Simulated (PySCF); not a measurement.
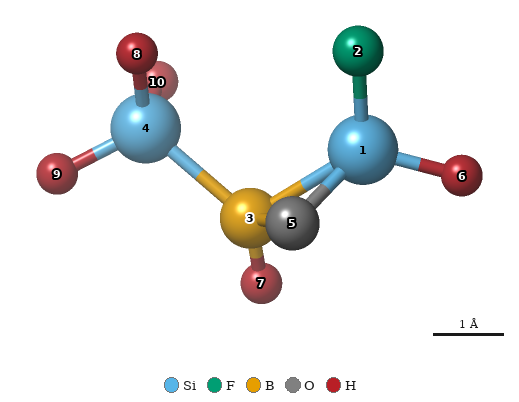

**Figure 1.** The input geometry (ball-and-stick view, seen at a tilt; atoms are numbered from 1 in the order of the input).

## Run report: BSi2H5OF, geometry relaxation

The run: geometry relaxation of BSi2H5OF, multiplicity 2. Method and program: PBE0-D3(BJ)/def2-SVP geometry optimisation, gas phase (PySCF 2.14.0).

## Output
```
step   0  E = -781.13948311  max force = 0.029542
step   1  E = -781.14936691  max force = 0.016233
step   2  E = -781.15138409  max force = 0.007412
step   3  E = -781.15202438  max force = 0.006502
step   4  E = -781.15334167  max force = 0.009545
step   5  E = -781.15378550  max force = 0.034114
step   6  E = -781.15703376  max force = 0.016520
step   7  E = -781.16086001  max force = 0.018848
step   8  E = -781.16336330  max force = 0.027319
step   9  E = -781.16596620  max force = 0.025935
step  10  E = -781.16866346  max force = 0.024283
step  11  E = -781.17114821  max force = 0.008429
step  12  E = -781.17329607  max force = 0.009574
step  13  E = -781.17429031  max force = 0.003561
step  14  E = -781.17439531  max force = 0.002318
step  15  E = -781.17446285  max force = 0.001417
step  16  E = -781.17451278  max force = 0.001515
step  17  E = -781.17454932  max force = 0.001485
step  18  E = -781.17459953  max force = 0.001337
step  19  E = -781.17463356  max force = 0.001554
step  20  E = -781.17465562  max force = 0.000432
step  21  E = -781.17466042  max force = 0.000192
optimisation converged
```

## Trajectory as extended XYZ (Å, eV, eV/Å), 10 of the 22 frames kept, from step=0 to step=21
```
10
Properties=species:S:1:pos:R:3:forces:R:3 step=0 energy=-21255.88801
Si   -1.1395    1.1147    0.6649   -0.8303   0.8057   1.5191
F    -0.2634    1.5794    1.9167    0.2533  -0.1403   0.5632
B    -0.4310   -0.0455   -0.8382    1.3928   0.9169  -0.2151
Si    1.1738   -1.0804   -0.2028   -0.8204  -0.4879   0.9458
O    -0.4173    1.4201   -0.7317    0.3271  -0.2741  -1.2849
H    -2.4843    1.6816    0.8652   -0.2157  -0.1288   0.0425
H    -1.1762   -0.4634   -1.6144   -1.0142  -0.8112  -0.9352
H     2.0722   -0.3701    0.7000    0.3574   0.5290   0.4439
H     1.9748   -1.5590   -1.2953    0.6100  -0.3144  -1.1161
H     0.7325   -2.3029    0.5371   -0.0600  -0.0950   0.0369
10
Properties=species:S:1:pos:R:3:forces:R:3 step=2 energy=-21256.21185
Si   -1.1918    1.1095    0.7601   -0.2144  -0.1218   0.3811
F    -0.2764    1.4252    2.0494    0.0919   0.0744  -0.0395
B    -0.3618    0.0086   -0.9584   -0.0032   0.0817  -0.0541
Si    1.1938   -1.0829   -0.2171    0.0471  -0.0068   0.0110
O    -0.4923    1.4094   -0.6998    0.0546  -0.1257  -0.2059
H    -2.5103    1.7469    0.9648   -0.0204   0.0832  -0.0261
H    -1.1500   -0.4956   -1.7363    0.0743   0.0243  -0.0603
H     2.0431   -0.3060    0.7405   -0.0127  -0.0051   0.0014
H     2.0606   -1.5261   -1.3600    0.0037   0.0030   0.0004
H     0.7090   -2.3179    0.4767   -0.0209  -0.0073  -0.0079
10
Properties=species:S:1:pos:R:3:forces:R:3 step=5 energy=-21256.27720
Si   -1.1813    0.9820    1.0016    0.6211   1.7542  -1.0226
F     0.0340    1.9173    1.5433    0.0051  -0.3242   0.5983
B    -0.4071   -0.0828   -1.0460    0.6087  -0.6282  -0.8821
Si    1.1518   -1.0782   -0.1320   -0.3019  -0.1884  -0.0883
O    -0.8690    1.1293   -0.6989   -1.0664  -0.2064   1.2382
H    -2.4197    1.8103    1.2327   -0.0822  -0.3857   0.0859
H    -0.8838   -0.6116   -2.0325    0.1037  -0.0626  -0.1222
H     1.6561   -0.4480    1.1233    0.0556  -0.0038   0.0721
H     2.2721   -1.1778   -1.1294   -0.0602   0.0435   0.0551
H     0.6707   -2.4695    0.1575    0.1164   0.0014   0.0658
10
Properties=species:S:1:pos:R:3:forces:R:3 step=7 energy=-21256.46971
Si   -1.1297    1.0346    0.9600    0.1689   0.9000  -0.4462
F     0.0601    1.8876    1.6655   -0.0603  -0.1500   0.0203
B    -0.4124   -0.1000   -1.1029    0.3688  -0.0243  -0.4115
Si    1.1254   -1.0695   -0.1345   -0.2105  -0.1910  -0.0844
O    -0.8842    1.1303   -0.7399   -0.4603  -0.4980   0.9692
H    -2.4069    1.7717    1.2611    0.0632  -0.1855  -0.0601
H    -0.8739   -0.6381   -2.0928    0.0625   0.1059  -0.0588
H     1.6091   -0.4087    1.1169    0.0099   0.0130   0.0103
H     2.2673   -1.1764   -1.1030   -0.0124   0.0211   0.0202
H     0.6693   -2.4605    0.1895    0.0703   0.0087   0.0409
10
Properties=species:S:1:pos:R:3:forces:R:3 step=9 energy=-21256.60865
Si   -1.1631    1.2407    1.1378   -0.1162   0.2055  -1.3336
F    -0.0785    2.4138    1.4272   -0.0092  -0.2053  -0.0890
B    -0.4051   -0.1634   -1.0603    0.8289  -0.9482   0.2490
Si    1.1568   -1.1737   -0.1636   -0.1521   0.3554   0.1600
O    -1.1324    0.8569   -0.5689   -0.1099   0.1346   1.1803
H    -2.5179    1.8621    1.3158    0.0325  -0.1129   0.0980
H    -0.5713   -0.7194   -2.1295   -0.5182   0.6258  -0.2781
H     1.5160   -0.7356    1.2267    0.0542  -0.0273   0.0351
H     2.3572   -0.9686   -1.0372    0.0223  -0.0296  -0.0021
H     0.8621   -2.6418   -0.1281   -0.0323   0.0021  -0.0197
10
Properties=species:S:1:pos:R:3:forces:R:3 step=12 energy=-21256.80811
Si   -1.2242    1.3139    1.1325    0.1018  -0.0621  -0.1885
F    -0.1011    2.4704    1.3125   -0.0607  -0.0267  -0.0344
B    -0.3760   -0.2338   -1.0214    0.2317  -0.4923  -0.0384
Si    1.2051   -1.2009   -0.1668    0.0567   0.0909   0.0920
O    -1.1182    0.7350   -0.4503   -0.2251   0.2059   0.3300
H    -2.5773    1.9394    1.2671    0.0244   0.0248  -0.0428
H    -0.6820   -0.6347   -2.1268   -0.1037   0.2600  -0.0946
H     1.5338   -0.7723    1.2337   -0.0201   0.0104  -0.0009
H     2.4215   -0.9696   -1.0107    0.0097  -0.0141  -0.0114
H     0.9425   -2.6763   -0.1500   -0.0147   0.0032  -0.0110
10
Properties=species:S:1:pos:R:3:forces:R:3 step=14 energy=-21256.83802
Si   -1.2349    1.3510    1.1649    0.0776   0.0593   0.0070
F    -0.1475    2.5550    1.2120   -0.0085  -0.0182   0.0081
B    -0.3738   -0.2879   -0.9967    0.0069  -0.0543   0.0057
Si    1.2376   -1.2287   -0.1755    0.0104  -0.0241  -0.0291
O    -1.1096    0.6369   -0.3409   -0.1192   0.0187   0.0069
H    -2.5990    1.9654    1.2208   -0.0024  -0.0111   0.0033
H    -0.7379   -0.5558   -2.1246    0.0434   0.0241  -0.0226
H     1.5062   -0.8065    1.2381   -0.0160   0.0106   0.0096
H     2.4643   -0.9467   -0.9886   -0.0011  -0.0055   0.0031
H     1.0185   -2.7116   -0.1896    0.0090   0.0005   0.0080
10
Properties=species:S:1:pos:R:3:forces:R:3 step=16 energy=-21256.84122
Si   -1.1825    1.3317    1.1608   -0.0080  -0.0052  -0.0433
F    -0.0683    2.5089    1.2055    0.0218   0.0126  -0.0047
B    -0.3951   -0.2855   -1.0244    0.0028   0.0509   0.0052
Si    1.2045   -1.2299   -0.1749   -0.0507   0.0066   0.0024
O    -1.1263    0.6490   -0.3689   -0.0021  -0.0779   0.0034
H    -2.5333    1.9684    1.2635    0.0020   0.0070   0.0218
H    -0.7423   -0.5316   -2.1625    0.0210   0.0073   0.0039
H     1.4124   -0.7734    1.2401    0.0249  -0.0156  -0.0022
H     2.4538   -0.9520   -0.9536   -0.0071   0.0093   0.0083
H     1.0010   -2.7146   -0.1658   -0.0046   0.0050   0.0054
10
Properties=species:S:1:pos:R:3:forces:R:3 step=19 energy=-21256.84450
Si   -1.1285    1.3577    1.1554    0.0310  -0.0370  -0.0717
F    -0.0037    2.5255    1.0923   -0.0084  -0.0022   0.0046
B    -0.4111   -0.2799   -1.0222   -0.0046   0.0056   0.0024
Si    1.1649   -1.2512   -0.1657    0.0290   0.0104   0.0463
O    -1.1579    0.6366   -0.3616   -0.0318   0.0367   0.0799
H    -2.4653    2.0068    1.3357    0.0013   0.0032  -0.0178
H    -0.7281   -0.4994   -2.1734   -0.0035  -0.0041  -0.0095
H     1.3678   -0.8358    1.2631   -0.0049  -0.0020  -0.0051
H     2.4274   -0.9544   -0.9145    0.0020  -0.0065  -0.0136
H     0.9583   -2.7348   -0.1893   -0.0100  -0.0040  -0.0153
10
Properties=species:S:1:pos:R:3:forces:R:3 step=21 energy=-21256.84523
Si   -1.1195    1.3729    1.1529   -0.0042   0.0054  -0.0047
F     0.0047    2.5396    1.0678    0.0021  -0.0037   0.0018
B    -0.4144   -0.2802   -1.0103    0.0099  -0.0049  -0.0068
Si    1.1626   -1.2577   -0.1591    0.0052   0.0065  -0.0001
O    -1.1645    0.6357   -0.3524   -0.0051  -0.0005   0.0068
H    -2.4548    2.0256    1.3308    0.0019   0.0029   0.0003
H    -0.7287   -0.5024   -2.1623   -0.0045  -0.0025   0.0024
H     1.3774   -0.8577    1.2715   -0.0024   0.0005   0.0006
H     2.4208   -0.9658   -0.9182   -0.0027  -0.0042   0.0004
H     0.9403   -2.7390   -0.2009   -0.0001   0.0006  -0.0006
```

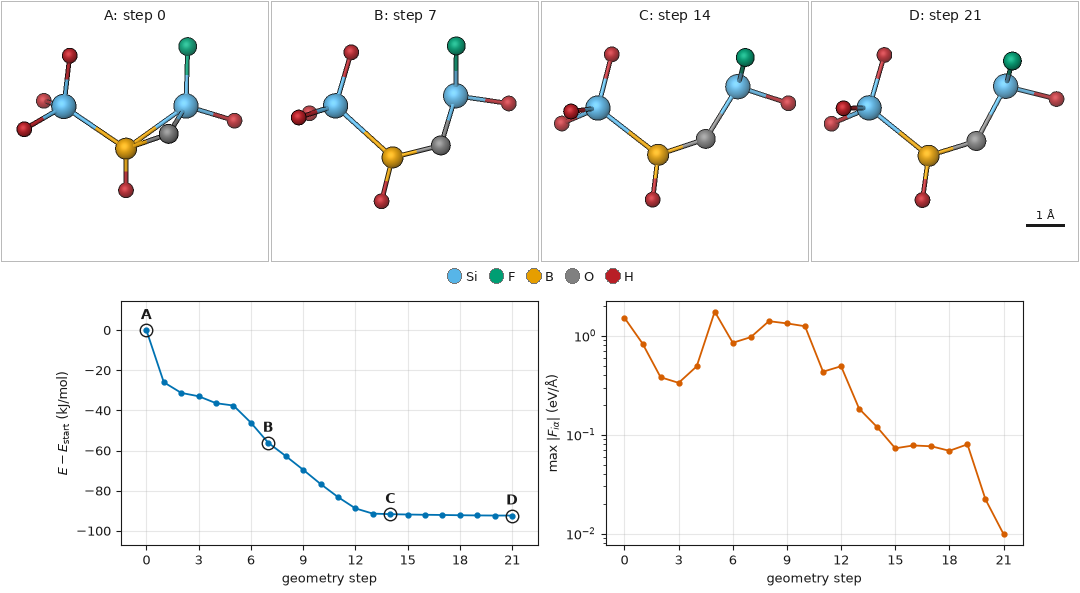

**Figure 2.** Frames of the relaxation (ball-and-stick view, seen on its broad side) above the curves, on which the letters mark them (steps are counted from 0).

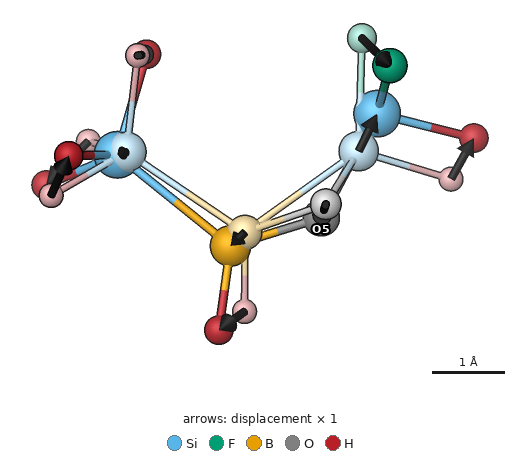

**Figure 3.** Start (faint) and end (solid) with the displacements as black arrows, at true length (ball-and-stick view, seen on its broad side). The two geometries are laid on each other by the best rigid fit. The atom that moves furthest after the best rigid fit is F2 (1.36 Å). Largest moves by element: F 1.36 Å, O 1.17 Å, H 0.95 Å, Si 0.59 Å, B 0.29 Å. Among the contacts that change: Si1–B3 2.027 → 2.812 Å, B3–O5 1.470 → 1.354 Å, Si1–O5 1.602 → 1.677 Å, Si4–H9 1.437 → 1.498 Å. Bonds break: Si1–B3 (2.03 → 2.81 Å). Among the angles that change: Si1–O5–B3 82.5° → 135.9°, O5–Si1–H6 117.2° → 105.9°, F2–Si1–O5 112.4° → 106.7°. Over 21 geometry steps the energy falls by 92.4 kJ/mol. Largest force component: 1.5 eV/Å at the start, 0.0099 eV/Å at the end. (Atoms are counted from 1 in the order of the input.)

The run was set up as follows.

## Input
```
{"job": {"xc": "PBE0", "basis": "def2-SVP", "d3": "d3bj", "grid": 2, "kind": "geom", "shake": 0.01}, "charge": 0, "multiplicity": 2}
Si    -1.139533     1.114684     0.664847
F     -0.263382     1.579432     1.916726
B     -0.431034    -0.045543    -0.838227
Si     1.173759    -1.080392    -0.202821
O     -0.417321     1.420102    -0.731681
H     -2.484302     1.681638     0.865220
H     -1.176200    -0.463434    -1.614407
H      2.072249    -0.370119     0.700054
H      1.974793    -1.559030    -1.295288
H      0.732524    -2.302921     0.537050
```

The first line tells a small driver script what to run in PySCF; the rest is the geometry in Å.

Run as:
```bash
OMP_NUM_THREADS=1 python <driver script> task.json out
```

## Key numbers

- outcome: converged
- total energy: −781.174660 hartree
- ⟨S²⟩: 0.752
- dipole moment: 1.39 D
- point group: C1
- hardware: 1 CPU thread, shared host
- wall time: 3 min
- peak memory: 0.55 GiB
